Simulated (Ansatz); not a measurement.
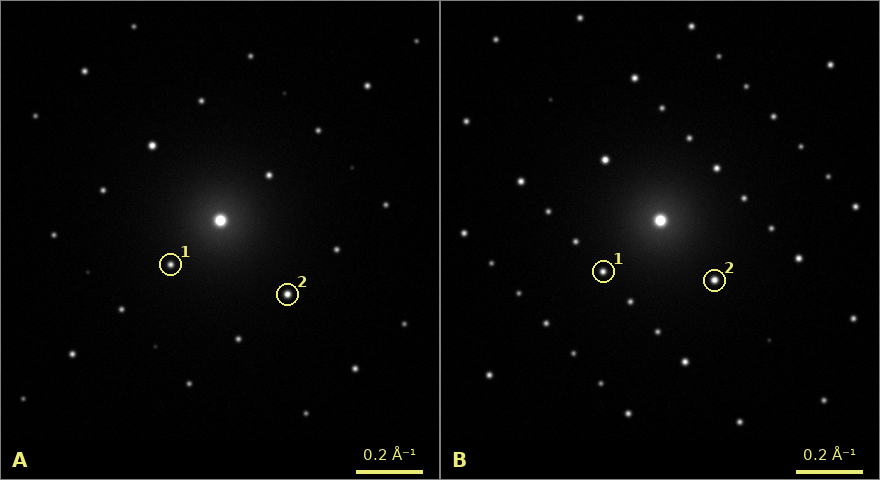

Kinematic electron diffraction patterns (300 kV, B = 0.5 Å², same scale) along [010] of the run's own cell, for the start and the end of one relaxation of EuBi with Ansatz, DFT PBE, scalar-relativistic, plane waves, PAW. k mesh 8×8×4. The start is a generated model structure, and the relaxation ends in the nearest stationary point of its symmetry, not necessarily the ground state. Spot 1 is -1 0 0 and spot 2 is 0 0 2 in both.

Start structure:

```yaml
crystal:
  lattice:
    - [4.90266, 0.00000, 0.00000]
    - [-2.45133, 4.24582, 0.00000]
    - [0.00000, 0.00000, 8.02942]
  atoms:
    - { symbol: Eu, position: [0.66667, 0.33333, 0.00000] }
    - { symbol: Eu, position: [0.33333, 0.66667, 0.50000] }
    - { symbol: Bi, position: [0.66667, 0.33333, 0.62520] }
    - { symbol: Bi, position: [0.33333, 0.66667, 0.12520] }
```

Question: Which pattern belongs to the start structure, and which to the relaxed one?

Answer: B is the start: its cell gives d(1) = 4.246 Å, d(2) = 4.015 Å and an angle of 90.0°. A is the relaxed structure, with d(1) = 4.910 Å (+15.6 %), d(2) = 3.247 Å (-19.1 %) and 90.0°.

Question: Name reflections whose intensity changes strongly on relaxation.

Answer: 1 0 3, 1 0 -1 fade out of sight; 2 0 1 goes from 8.7 to 0.22 % of the strongest spot.

Question: Summarise the relaxation behind the change.

Answer: The volume changed by +8.1 % to 45.19 Å³ an atom; with the mean shift removed, the atoms moved by up to 0.41 Å relative to the cell (Eu most); the space group went from P6_3mc (No. 186) to P6_3/mmc (No. 194); the free energy fell by 430 meV an atom. Relaxed cell: a = 5.669 Å, b = 5.669 Å, c = 6.493 Å, α = 90.00°, β = 90.00°, γ = 120.00°.
